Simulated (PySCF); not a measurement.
# C2ClF3O (CF3C(O)Cl): the cost of one run

Computed with PySCF 2.14.0, with density-fitted response routines of our own, on a single molecule, in the gas phase or a continuum. Atoms are numbered from 0 throughout.

## Step 1: The molecule as given

7 atoms, charge 0, multiplicity 1; geometry from: GFN2-xTB. The atoms were then displaced at random by about 0.01 Å, so the start is not that level's minimum.

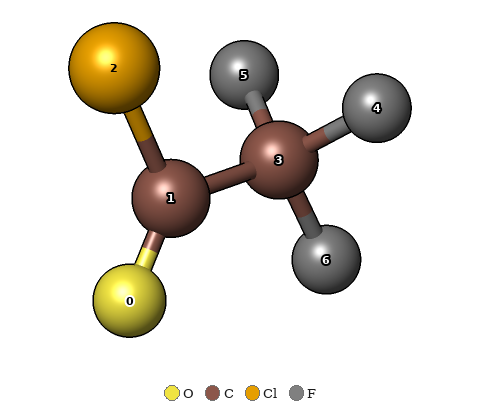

As it starts; oxygen yellow, carbon brown, chlorine amber, fluorine grey, atoms numbered; sticks join atoms by distance.

## Step 2: Geometry optimisation at PBE0-D3(BJ)/def2-SVP

Job settings and geometry (Å):

```
{"job": {"xc": "PBE0", "basis": "def2-SVP", "d3": "d3bj", "grid": 1, "shake": 0.01, "kind": "geom"}, "charge": 0, "multiplicity": 1}
O      1.209060     1.366030    -0.542830
C      0.830940     0.366070    -0.070360
Cl     1.859840    -0.777170     0.680080
C     -0.602440    -0.125600    -0.037780
F     -1.055630    -0.316250     1.209890
F     -0.767190    -1.287630    -0.676020
F     -1.440630     0.745440    -0.612900
```

Run with:

```bash
$ OMP_NUM_THREADS=1 python probes_run.py task.json out
```

The driver reads the jobs from task.json and runs them one after another.

**Question.** How long does this first job take on 1 thread of Arm Neoverse V1, shared host, and how much memory does it need?

About 25 s, with a peak of 0.42 GiB.
